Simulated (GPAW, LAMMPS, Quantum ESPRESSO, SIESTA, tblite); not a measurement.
## Quantum ESPRESSO on glassy 57SiO2-27Al2O3-16BaO (mol %) (149 atoms): settings compared

How far do other settings of Quantum ESPRESSO move the forces in glassy 57SiO2-27Al2O3-16BaO (mol %) (149 atoms)? One run of the same program serves as the yardstick.

Main program and level: Quantum ESPRESSO 7.5; the method is named at each step.

**1. Starting point**

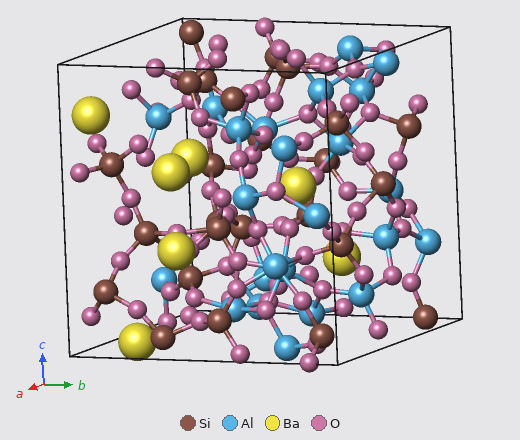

The cell as given, slightly off an axis (silicon brown, aluminium blue, barium yellow, oxygen pink). Bonds to atoms that aren't drawn are left out. Some periodic images of atoms are drawn too.

The cell holds 149 atoms: 25 Si, 24 Al, 7 Ba and 93 O. Cell: a = 12.007 Å, b = 12.007 Å, c = 12.007 Å, α = 90.0°, β = 90.0°, γ = 90.0°. 149 atoms (25 Si, 24 Al, 7 Ba, 93 O) placed at random at 3.64 g/cm³, melted at 4000 K for 10 ps at fixed volume with the Morse and Coulomb pair potential with partial charges (Pedone, Malavasi, Menziani, Cormack and Segre, J. Phys. Chem. B 110, 11780 (2006)). Quenched from 4000 K to 300 K at 25 K/ps and fixed volume, held 5 ps.

The yardstick, on the same geometry:

* method: Kohn-Sham DFT, PBE, SSSP efficiency 1.3.0 pseudopotentials, plane waves (Quantum ESPRESSO 7.5); sssp-pbe-1.3.0-efficiency, cutoffs 60/480 Ry, Γ point
* r.m.s. force component: 1.388 eV/Å
* longest force: 5.938 eV/Å
* pressure: 13.65 GPa
* gap (highest filled to lowest empty level): 3.976 eV
* time: 13 min on 4 MPI ranks of Arm Neoverse V1, shared host
* CPU time: 54 min

**2. PBE, dojo-0.4.1-standard, 80/320 Ry**

Method: Kohn-Sham DFT, PBE, PseudoDojo 0.4.1 standard norm-conserving pseudopotentials, plane waves.

File pw.in:

```
&control
  calculation = 'scf'
  pseudo_dir = './pseudo'
  outdir = './tmp'
  disk_io = 'none'
  tprnfor = .true.
  tstress = .true.
/
&system
  ibrav = 0
  nat = 149
  ntyp = 4
  ecutwfc = 80
  ecutrho = 320
  nosym = .true.
  occupations = 'smearing'
  smearing = 'fd'
  degauss = 0.003675
/
&electrons
  conv_thr = 7.5e-07
  electron_maxstep = 100
  mixing_beta = 0.4
  mixing_mode = 'plain'
  diagonalization = 'david'
/
ATOMIC_SPECIES
Si 28.085 Si.upf
Al 26.982 Al.upf
Ba 137.327 Ba.upf
O 15.999 O.upf
CELL_PARAMETERS angstrom
12.00720 0.00000 0.00000
0.00000 12.00720 0.00000
0.00000 0.00000 12.00720
ATOMIC_POSITIONS crystal
Si 0.22952 0.93910 0.69436
Si 0.51728 0.31890 0.87840
Si 0.44596 0.65413 0.41711
Si 0.17174 0.59737 0.55848
Si 0.30757 0.53346 0.89927
Si 0.72268 0.90097 0.36537
Si 0.12292 0.92095 0.02314
Si 0.71341 0.44013 0.40678
Si 0.93092 0.31895 0.06400
Si 0.75069 0.18748 0.38828
Si 0.74295 0.36733 0.90791
Si 0.51497 0.96892 0.54359
Si 0.45901 0.40859 0.36969
Si 0.23970 0.14502 0.99435
Si 0.09564 0.39369 0.89455
Si 0.09456 0.13477 0.51508
Si 0.58014 0.26447 0.21024
Si 0.96859 0.63438 0.89528
Si 0.79877 0.09092 0.62815
Si 0.27606 0.23408 0.35039
Si 0.92130 0.10779 0.21249
Si 0.33182 0.42846 0.65214
Si 0.74797 0.91470 0.78685
Si 0.88086 0.88943 0.07832
Si 0.98406 0.55707 0.13656
Al 0.91495 0.74296 0.31773
Al 0.73550 0.68887 0.00810
Al 0.98309 0.82623 0.73377
Al 0.46584 0.97512 0.95007
Al 0.53897 0.76144 0.85897
Al 0.17908 0.74462 0.80243
Al 0.78398 0.56467 0.76112
Al 0.56185 0.89199 0.17028
Al 0.21484 0.20944 0.73198
Al 0.44291 0.10541 0.73554
Al 0.43995 0.45185 0.09569
Al 0.95516 0.92387 0.50123
Al 0.70811 0.48203 0.13070
Al 0.31586 0.77190 0.96937
Al 0.40169 0.08222 0.17065
Al 0.67171 0.65511 0.26758
Al 0.49009 0.67036 0.08752
Al 0.36472 0.89981 0.33466
Al 0.16347 0.82839 0.46192
Al 0.52656 0.53995 0.71916
Al 0.09504 0.92906 0.27697
Al 0.20592 0.37128 0.15283
Al 0.40688 0.76442 0.66132
Al 0.94447 0.65619 0.55536
Ba 0.21961 0.66356 0.23755
Ba 0.68166 0.10473 0.00355
Ba 0.69180 0.73118 0.55727
Ba 0.61213 0.29532 0.62803
Ba 0.98768 0.11016 0.82754
Ba 0.99378 0.41236 0.37238
Ba 0.93286 0.37438 0.63157
[... 89 atom lines left out ...]
O 0.31678 0.46745 0.14991
O 0.89690 0.44530 0.11694
O 0.77979 0.31584 0.39633
O 0.36050 0.72923 0.08808
K_POINTS gamma
```

Started as:

```
OMP_NUM_THREADS=1 pw.x -in pw.in > output.txt
```

Log:

```text
Program PWSCF
     gamma-point specific algorithms are used
     sticks:   dense  smooth     PW     G-vecs:    dense   smooth      PW
     Sum       13117   13117   3289              1129653  1129653  141097
     bravais-lattice index     =            0
     lattice parameter (alat)  =      22.6903  a.u.
     unit-cell volume          =   11682.1246 (a.u.)^3
     number of atoms/cell      =          149
     number of atomic types    =            4
     number of electrons       =       800.00
     number of Kohn-Sham states=          480
     kinetic-energy cutoff     =      80.0000  Ry
     charge density cutoff     =     320.0000  Ry
     scf convergence threshold =      7.5E-07
     mixing beta               =       0.4000
     number of iterations used =            8  plain     mixing
     Exchange-correlation= PBE
                           (   1   4   3   4   0   0   0)
     crystal axes: (cart. coord. in units of alat)
               a(1) = (   1.000000   0.000000   0.000000 )
               a(2) = (   0.000000   1.000000   0.000000 )
               a(3) = (   0.000000   0.000000   1.000000 )
     reciprocal axes: (cart. coord. in units 2 pi/alat)
               b(1) = (  1.000000  0.000000  0.000000 )
               b(2) = (  0.000000  1.000000  0.000000 )
               b(3) = (  0.000000  0.000000  1.000000 )
     PseudoPot. # 1 for Si:
     Pseudo is Norm-conserving + core correction, Zval =  4.0
     PseudoPot. # 2 for Al:
     Pseudo is Norm-conserving + core correction, Zval =  3.0
     PseudoPot. # 3 for Ba:
     Pseudo is Norm-conserving + core correction, Zval = 10.0
     PseudoPot. # 4 for O :
     Pseudo is Norm-conserving + core correction, Zval =  6.0
     atomic species   valence    mass     pseudopotential
     Si                4.00    28.08500     Si( 1.00)
     Al                3.00    26.98200     Al( 1.00)
     Ba               10.00   137.32700     Ba( 1.00)
     O                 6.00    15.99900     O ( 1.00)
     No symmetry found
   Cartesian axes
     number of k points=     1  Fermi-Dirac smearing, width (Ry)=  0.0037
                       cart. coord. in units 2pi/alat
        k(    1) = (   0.0000000   0.0000000   0.0000000), wk =   2.0000000
     Dense  grid:   564827 G-vectors     FFT dimensions: ( 135, 135, 135)
     Initial potential from superposition of free atoms
     starting charge     799.8097, renormalised to     800.0000
     Starting wfcs are  603 randomized atomic wfcs
     Self-consistent Calculation
     iteration #  1     ecut=    80.00 Ry     beta= 0.40
     total energy              =   -3798.68926439 Ry
     estimated scf accuracy    <      39.56709737 Ry
     iteration #  2     ecut=    80.00 Ry     beta= 0.40
     total energy              =   -3806.77746514 Ry
     estimated scf accuracy    <       1.32938893 Ry
     iteration #  3     ecut=    80.00 Ry     beta= 0.40
     total energy              =   -3806.83953130 Ry
     estimated scf accuracy    <       0.44348419 Ry
     iteration #  4     ecut=    80.00 Ry     beta= 0.40
     total energy              =   -3806.87503288 Ry
     estimated scf accuracy    <       0.04490130 Ry
     iteration #  5     ecut=    80.00 Ry     beta= 0.40
     total energy              =   -3806.87844139 Ry
     estimated scf accuracy    <       0.00357313 Ry
     iteration #  6     ecut=    80.00 Ry     beta= 0.40
     total energy              =   -3806.87930499 Ry
     estimated scf accuracy    <       0.00032563 Ry
     iteration #  7     ecut=    80.00 Ry     beta= 0.40
     total energy              =   -3806.87937221 Ry
     estimated scf accuracy    <       0.00005619 Ry
     iteration #  8     ecut=    80.00 Ry     beta= 0.40
     total energy              =   -3806.87938262 Ry
     estimated scf accuracy    <       0.00000761 Ry
     iteration #  9     ecut=    80.00 Ry     beta= 0.40
     total energy              =   -3806.87938477 Ry
     estimated scf accuracy    <       0.00000141 Ry
     iteration # 10     ecut=    80.00 Ry     beta= 0.40
     End of self-consistent calculation
          k = 0.0000 0.0000 0.0000 ( 70549 PWs)   bands (ev):
   -20.4853 -19.8979 -19.7706 -19.7000 -19.5602 -19.0101 -18.8182 -15.1431
   -15.0046 -14.4625 -14.4197 -14.4088 -14.1892 -14.0695 -14.0061 -13.9615
   -13.8045 -13.7341 -13.6070 -13.5100 -13.4156 -13.3958 -13.3192 -13.2122
   -13.1462 -13.1227 -13.0264 -13.0008 -12.9743 -12.9290 -12.8352 -12.8178
   -12.7844 -12.7614 -12.6546 -12.6539 -12.6028 -12.5733 -12.5616 -12.5261
   -12.4673 -12.4641 -12.3831 -12.3364 -12.2697 -12.1819 -12.1694 -12.1155
   -12.0758 -12.0707 -12.0425 -11.9919 -11.9519 -11.9121 -11.8973 -11.8469
   -11.8327 -11.7940 -11.7667 -11.7409 -11.7083 -11.7000 -11.6748 -11.6411
   -11.6100 -11.5821 -11.5362 -11.5001 -11.4880 -11.4643 -11.4366 -11.3725
   -11.3674 -11.3132 -11.3131 -11.2967 -11.2818 -11.1953 -11.1811 -11.1469
   -11.1166 -11.0922 -11.0829 -10.9960 -10.9735 -10.9503 -10.9214 -10.7850
   -10.7711 -10.7581 -10.7188 -10.6412 -10.5298 -10.4156 -10.3714 -10.3396
[...]
13.2214  13.2291  13.2921  13.3010  13.3639  13.3889  13.4092  13.4814
    13.5460  13.5651  13.6434  13.6998  13.7478  13.7750  13.8029  13.8435
    13.8976  13.9108  13.9473  14.0220  14.0641  14.0686  14.1018  14.1293
    14.1692  14.2056  14.3033  14.3288  14.3458  14.4175  14.4479  14.4828
    14.4981  14.5401  14.5978  14.6078  14.6251  14.6663  14.6830  14.7419
     the Fermi energy is     8.4493 ev
!    total energy              =   -3806.87938503 Ry
     estimated scf accuracy    <       0.00000012 Ry
     smearing contrib. (-TS)   =       0.00000000 Ry
     internal energy E=F+TS    =   -3806.87938503 Ry
     The total energy is F=E-TS. E is the sum of the following terms:
     one-electron contribution =   -1236.04699687 Ry
     hartree contribution      =    1119.94292399 Ry
     xc contribution           =   -1022.82654646 Ry
     ewald contribution        =   -2667.94876568 Ry
     convergence has been achieved in  10 iterations
     Forces acting on atoms (cartesian axes, Ry/au):
     atom    1 type  1   force =    -0.03532141   -0.08987400   -0.04661925
     atom    2 type  1   force =    -0.13044952    0.11177492    0.03639822
     atom    3 type  1   force =     0.14028579   -0.05000437    0.04154828
     atom    4 type  1   force =     0.06529795    0.14677303    0.06645592
     atom    5 type  1   force =    -0.05921166   -0.02220093   -0.06176870
     atom    6 type  1   force =    -0.10309084    0.01541999   -0.01363955
     atom    7 type  1   force =    -0.13670395    0.00426218    0.06602567
     atom    8 type  1   force =    -0.11683543   -0.10250785   -0.03918158
     atom    9 type  1   force =    -0.06942794    0.10987434   -0.04792592
     atom   10 type  1   force =    -0.07812915    0.01668185   -0.12870823
     atom   11 type  1   force =     0.04888466    0.02947620    0.01782403
     atom   12 type  1   force =    -0.01082212    0.00676636   -0.15418471
[...]
atom  145 type  4   force =    -0.02216067   -0.00539428   -0.01475423
     atom  146 type  4   force =    -0.11661073   -0.00117899    0.06423222
     atom  147 type  4   force =    -0.01292088   -0.00350541    0.01817436
     atom  148 type  4   force =     0.06898929    0.11444157    0.00341487
     atom  149 type  4   force =    -0.00017573   -0.02749463    0.14444761
     Total force =     1.113792     Total SCF correction =     0.000495
     Computing stress (Cartesian axis) and pressure
          total   stress  (Ry/bohr**3)                   (kbar)     P=      124.56
   0.00092657   0.00004447   0.00002452          136.30        6.54        3.61
   0.00004447   0.00066310  -0.00019301            6.54       97.55      -28.39
   0.00002452  -0.00019301   0.00095045            3.61      -28.39      139.82
     Message from routine punch:
     Nothing written, as per user request (disk_io='none')
```

Wall time 34 min (1 thread of Arm Neoverse V1, shared host); peak memory 5.6 GiB.

Banners, paths, timers and routine set-up lines are dropped from the logs unmarked, and long logs keep their key lines alone; longer cuts are marked.

Numbers from this run, and their distance from the reference:

- r.m.s. force component: 1.354 eV/Å
- r.m.s. difference of force components: 49.93 meV/Å
- longest difference of force vectors: 234.2 meV/Å
- force difference over r.m.s. force: 3.598 %
- slope of forces against the reference's: 0.9758
- correlation of force components: 0.9996
- gap (highest filled to lowest empty level): 3.987 eV
- gap difference: 0.0115 eV
- pressure: 12.46 GPa
- pressure difference: -1.196 GPa

Length of the force difference by element (eV/Å):

```tsv
element	atoms	mean	most
Al	24	0.044	0.10
Ba	7	0.011	0.021
O	93	0.092	0.23
Si	25	0.065	0.11
```

Levels nearest the highest filled one (eV from it): -0.65, -0.63, -0.61, -0.58, -0.54, -0.51, -0.46, -0.40, -0.30, -0.27, -0.23, 0.00, 3.99, 4.22, 4.61, 4.94, 5.06, 5.12, 5.26, 5.38, 5.41, 5.49, 5.61, 5.62.

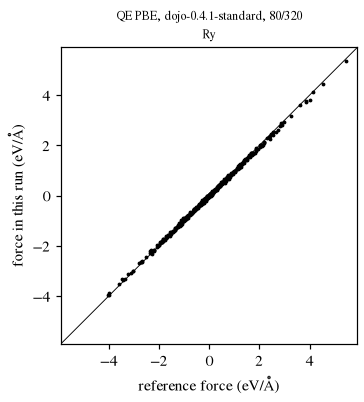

Force components against those of the reference; the line marks equality.

A closer look about Si15, which bears the longest force: 9 atoms, nearest first, numbered in the order of the input, with positions taken from that point.

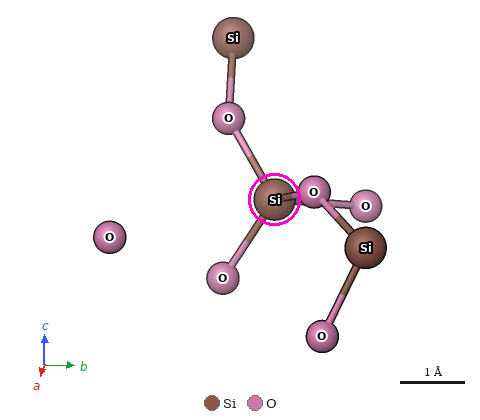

The atoms of the table, within 3.2 Å (arrows a, b, c point along x, y, z); some may hide others; the central atom is ringed.

```tsv
atom	x	y	z	distance (Å)	Fx	Fy	Fz (eV/Å)
Si15	0.00	0.00	0.00	0.00	0.81	5.37	-2.16
O65	-0.70	-0.83	1.09	1.54	-0.28	-1.96	2.33
O70	0.01	-0.79	-1.35	1.56	0.39	-1.86	-2.17
O93	1.34	0.74	0.57	1.63	-1.18	-1.51	1.09
O77	-1.04	1.37	-0.34	1.75	0.74	-1.03	-0.57
Si9	-1.98	-0.90	2.03	2.98	-1.79	2.82	-1.23
O98	1.65	-2.47	-0.27	2.98	-0.29	0.01	-1.18
Si5	2.54	1.68	0.06	3.05	-1.52	-0.57	-1.59
O141	2.70	1.04	-1.40	3.22	0.51	0.40	-0.68
```

Forces lie 3.6 % from the reference's, at 0.64 times its CPU time (on 1 against 4 cores).

**3. Outcome**

```json
{"force difference from the reference": "QE PBE, dojo-0.4.1-standard, 80/320 Ry, 3.6 %", "its CPU time": "34 min"}
```

**Reading.** PBE on plane waves or a grid with other potentials, cutoffs or grids differs from the reference by 3.6 % (QE PBE, dojo-0.4.1-standard, 80/320 Ry) of the r.m.s. force; this holds the reference's own error, so differences of a few per cent don't tell which side is nearer the exact PBE result. PBE gaps agree with the reference's 3.98 eV within 0.012 eV. The reference's pressure holds the uncorrected Pulay stress of its 60 Ry basis, so small pressure differences, and their order, may be the reference's own error. The quench rate of 25 K/ps is many orders above laboratory rates, so the cell is likely richer in defects and strain than a real sample. The network of bonds at the start is that of the classical potential that made the cell, and needn't be the one that DFT or experiment would give. The reference's stress is far from hydrostatic: its diagonal is 14.8, 11.0, 15.2 GPa, compression counted positive. The electronic-structure runs sample only Γ, in a cell whose shortest periodic width is 12 Å. Spin–orbit coupling is left out, which matters for the levels of the heavy elements.

[Also dropped from logs without a mark: logging warnings of Python, and SIESTA's first energy breakdown and zero terms.]

[Logs are printed without paths, hosts, clocks, repeated set-up lines and the standing remarks that a program may print on its own settings, such as how far it seeks lower states.]

[Hosts, paths, dates, database ids (printed as entryN), source tags and the programs' standing remarks are cut or masked in the printed files.]
